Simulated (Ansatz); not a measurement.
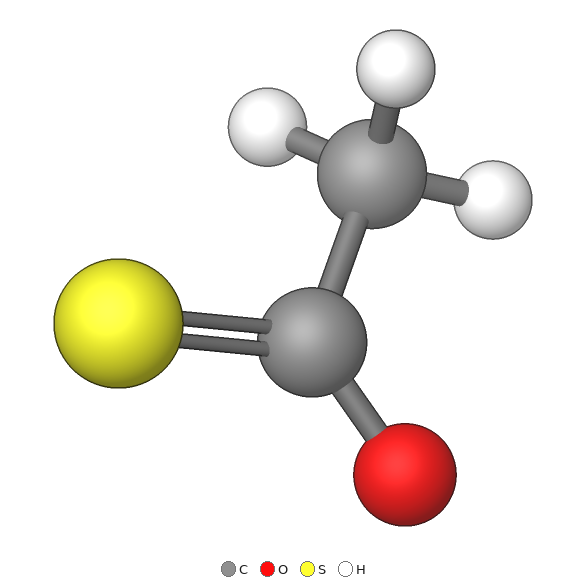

Charge −1, singlet. The computed structure is the end point of a PBE0-D4/def2-TZVPD optimisation. No frequency run is at hand to confirm it as a minimum.

Give the structural formula.

SMILES: CC([O-])=S

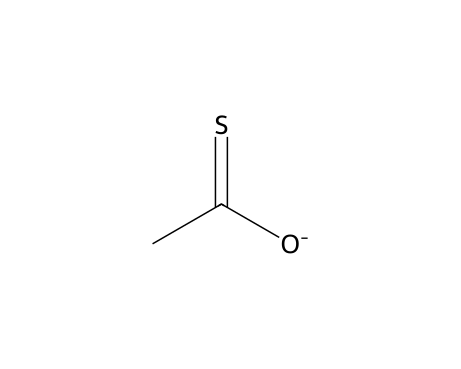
